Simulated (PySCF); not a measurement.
```xyz
2

Sn    0.0000    0.0000   -0.4926
S     0.0000    0.0000    1.8474
```

Core potentials replace the inner electrons of Sn.

Level of theory: PBE0/def2-SVPD, non-relativistic Hamiltonian with scalar-relativistic core potentials where named, at a bond length of 2.340 Å in PySCF 2.14.0.

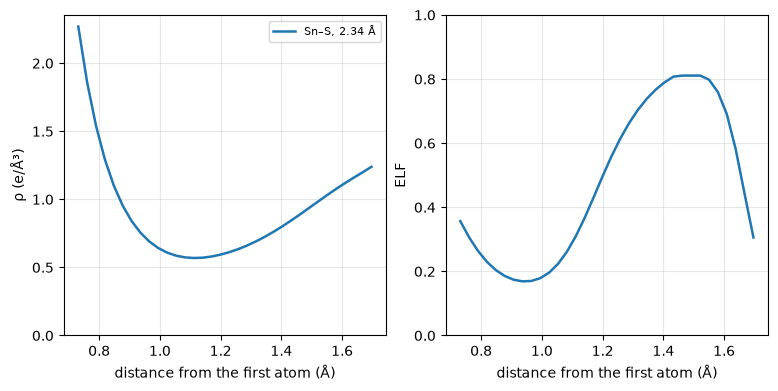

SnS (charge −1, doublet). Electron density and ELF along straight lines between neighbouring atoms. The curves leave out the atomic cores.

What can be read from the curves?

Answer. Sn–S (2.34 Å): ρ is about 0.58 e/Å³ halfway; the ELF peaks at about 0.80 in the valence shell of S, 0.9 Å from its nucleus, and drops to about 0.15 between the two atoms.
